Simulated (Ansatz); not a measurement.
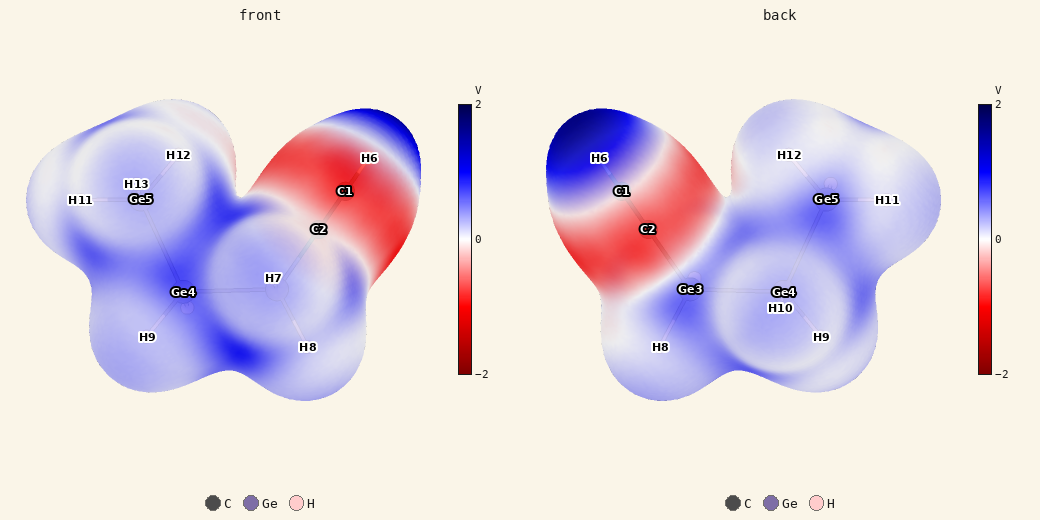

C$_{2}$H$_{8}$Ge$_{3}$. The electrostatic potential painted on the density surface at 0.002 e/bohr³, seen from the front and from behind; the colour scale runs from red (negative) to blue (positive).

All numbers below come from Ansatz 0.2.0, SCF B97, Gaussian basis.

```xyz
13

C     1.2686    2.8405    0.0876
C     1.4394    1.6500    0.1632
Ge    1.7031   -0.2211    0.2812
Ge   -0.1479   -1.3329   -0.7477
Ge   -2.1752   -0.5532    0.2556
H     1.1182    3.8859    0.0211
H     1.7870   -0.6355    1.7723
H     3.0147   -0.6107   -0.4467
H    -0.0170   -2.8633   -0.5407
H    -0.1659   -1.0082   -2.2631
H    -3.3863   -1.2470   -0.4184
H    -2.2799    0.9816    0.0662
H    -2.1586   -0.8859    1.7693
```

Question: Which sites attract a positive test charge, and which a negative one?

Answer: A positive charge is drawn to the negative regions and a negative charge to the positive ones. The most negative region (about −0.9 V) lies over C1 and C2, the most positive (about +1.6 V) over H6.
